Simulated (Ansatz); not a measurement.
## Electronic structure of Cl₃H₃OSi₂ in real space

```xyz
9

Si   -0.0799   -0.0329   -0.2257
O    -0.7268   -0.2309    1.2779
Si   -1.4225   -0.4316    2.8501
H    -2.5772   -1.3949    2.7221
H    -0.3502   -0.9848    3.7567
H    -1.8892    0.9230    3.3238
Cl    2.0860    0.0006   -0.1166
Cl   -0.7585    1.8337   -1.0990
Cl   -0.6824   -1.6629   -1.5241
```

Level of theory: RKS PBE/6-31G (Ansatz 0.2.0).

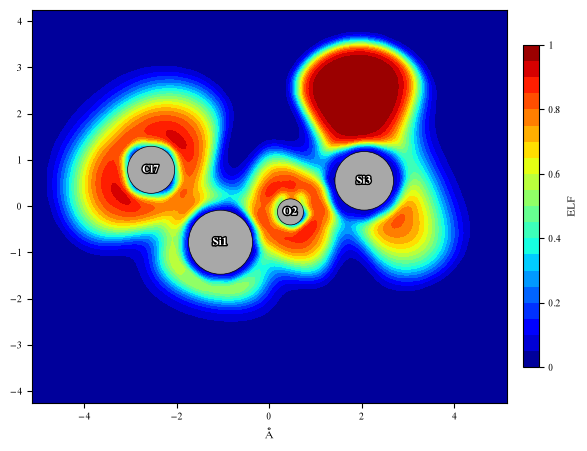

Figure 1. Electron localisation function on the plane of atoms O2, Si1 and Cl7. Grey discs cover the atomic cores.

Question: What do the fields say about this system?

Answer: The plane passes through Si, O and Cl nuclei. Si–O (1.65 Å): the ELF peaks at about 0.80 between the atoms: a shared but strongly polarised pair. Si–Cl (2.17 Å): the ELF peaks at about 0.80 between the atoms; a polar covalent bond. Si–O (1.73 Å): the ELF peaks at about 0.85 between the atoms; a shared but strongly polarised pair. The ELF also peaks beside O2 and Cl7, away from the bonds: lone-pair regions.

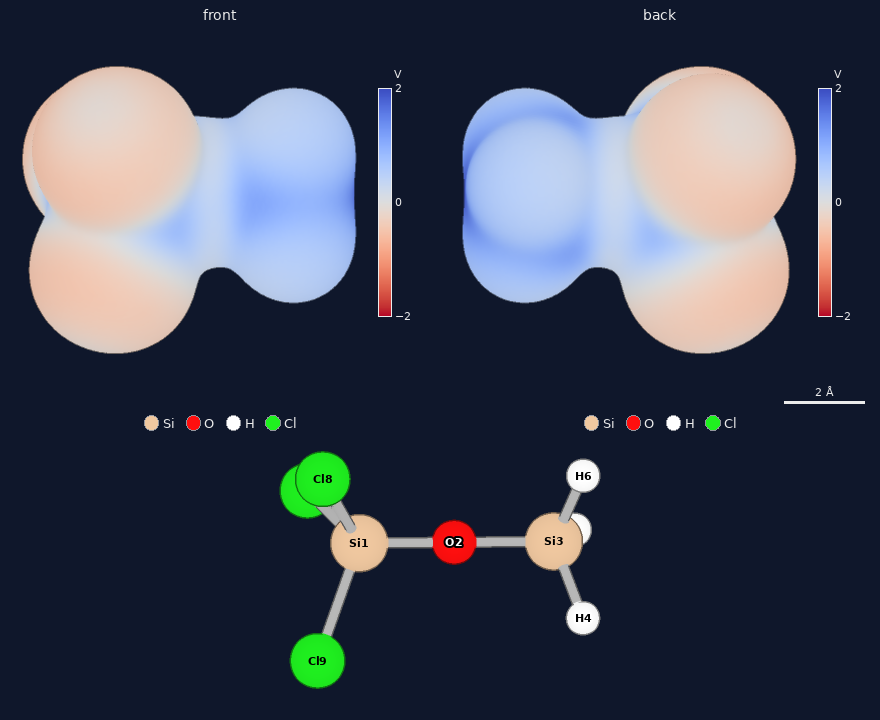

Figure 2. The molecular electrostatic potential painted on the density surface at 0.001 e/bohr³, seen from the front and from behind; the colour scale runs from red (negative) to blue (positive). The bare structure is drawn below in the same view.

Question: Describe the electrostatic potential map.

Answer: The most negative region (about −0.5 V) lies over Cl7, Cl8 and Cl9, the most positive (about +1.7 V) over Si3.

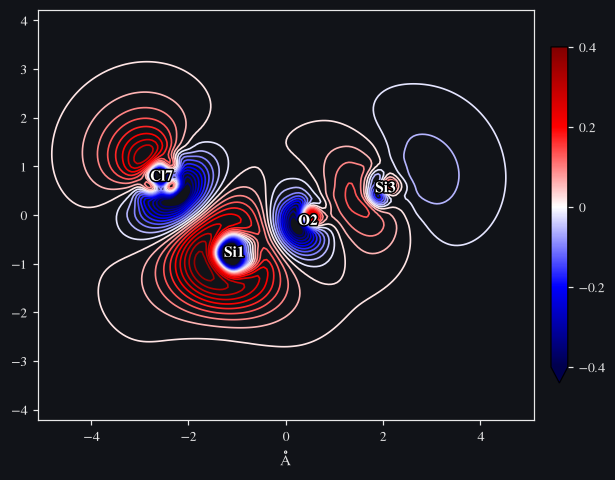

Figure 3. The LUMO on the plane of atoms O2, Si1 and Cl7 (values in Å⁻³ᐟ²; the overall sign is arbitrary).

Question: Where does this orbital lie, and at what energy?

Answer: It lies mainly on Si1 (about 30 %), Cl7 (about 20 %), Cl8 (about 20 %) and Cl9 (about 20 %). Its energy is −3.40 eV.
